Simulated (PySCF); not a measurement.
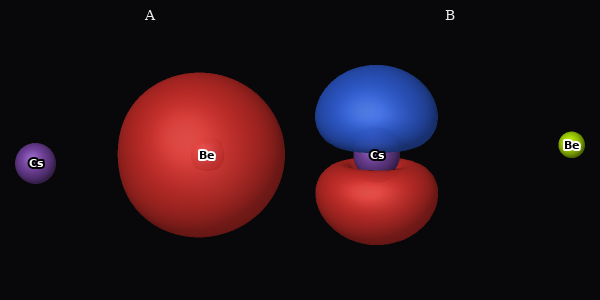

CsBe (charge +1). Two frontier orbitals, each drawn at the value that holds 80 % of its norm (red and blue are the two phases), in no order; of a degenerate pair one member is drawn.

These are results of PySCF 2.14.0, PBE0/jorge-DZP-DKH, spin-free X2C-1e, Gaussian nucleus, at a bond length of 3.791 Å, not measurements.

Label each orbital by symmetry, say whether it is occupied, and order them by energy.

Answer. Orbital B: π, occupied, −19.94 eV; almost wholly on Cs.
Orbital A: σ, occupied, −10.31 eV; mainly on Be (95 %).
